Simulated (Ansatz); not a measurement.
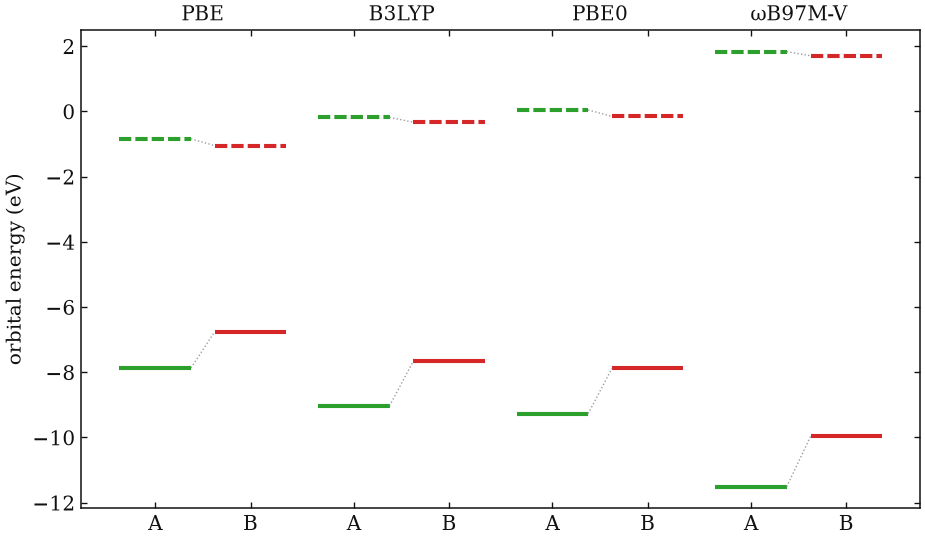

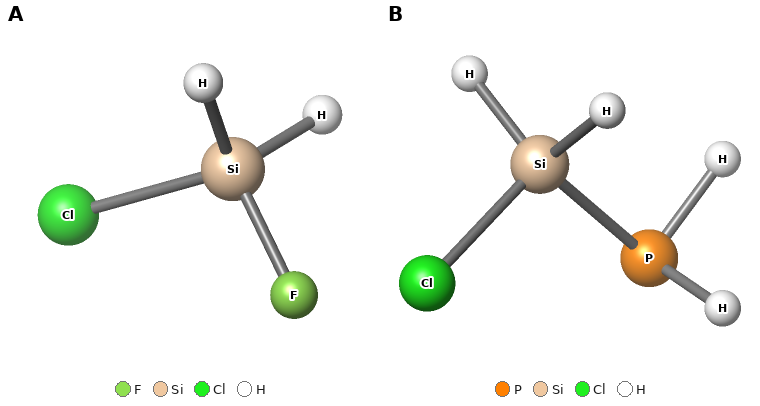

One change: A, SiH₂ClF (SMILES F[SiH2]Cl), becomes B, SiPH₄Cl (SMILES P[SiH2]Cl). F on Si is replaced by PH₂. HOMO (solid) and LUMO (dashed) computed in def2-TZVPP at PBE0-D4/def2-TZVP geometries, both minima by their frequencies, gas phase, the Ansatz code 0.2.0. Empty levels above zero depend strongly on the basis.

> What does the change do to HOMO and LUMO?

PBE: the HOMO rises by 1.12 eV, the LUMO falls by 0.21 eV, and the separation goes from 7.03 to 5.70 eV. B3LYP: the HOMO rises by 1.37 eV, the LUMO falls by 0.15 eV, and the separation goes from 8.85 to 7.33 eV. PBE0: the HOMO rises by 1.39 eV, the LUMO falls by 0.20 eV, and the separation goes from 9.32 to 7.73 eV. ωB97M-V: the HOMO rises by 1.54 eV, the LUMO falls by 0.13 eV, and the separation goes from 13.35 to 11.68 eV.

> Do the functionals agree on the effect?

They agree on the direction for both levels; the HOMO shift lies between 1.12 and 1.54 eV and the LUMO shift between −0.21 and −0.13 eV, while the separations themselves differ by up to 6.3 eV between functionals.
